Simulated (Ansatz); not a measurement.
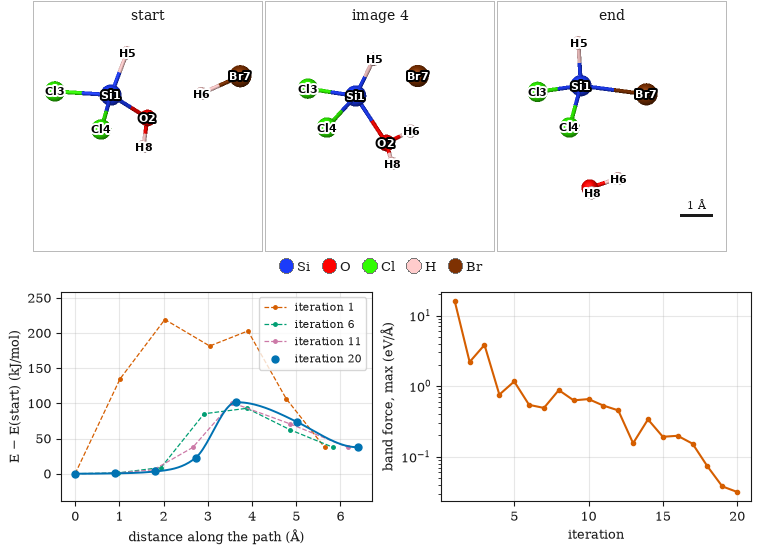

A search for the minimum-energy path of SiH$_{3}$OBrCl$_{2}$ by the nudged elastic band. Images are numbered from 0 (start) to 6 (end). The plot follows the band through its iterations. A ball-and-stick model, seen at a tilt.

The calculation used RKS B3LYP/def2-SVP (Ansatz 0.2.0). Settings: 5 movable images; climbing image; force threshold 0.05 eV/Å; iteration limit 60; starting path through a guess of the saddle point.

Q: Did the band converge, and can the barrier be trusted?

A: The result is final at these settings. The band converged in 20 iterations. The largest component of the band force went from 16 to 0.032 eV/Å. The climbing image converged on the top of the path. Its vibrational analysis gives one imaginary mode (175i cm⁻¹), as a transition state must have. The first iteration put the highest image at 219.2 kJ/mol. The highest point, image 4, lies 101.6 kJ/mol above the start and 63.9 kJ/mol above the end; the end is at +37.6 kJ/mol relative to the start.

The run took 6.5 min on 2 threads of Intel(R) Xeon(R) Platinum 8488C (Sapphire Rapids) (shared host), peak memory 0.33 GiB.
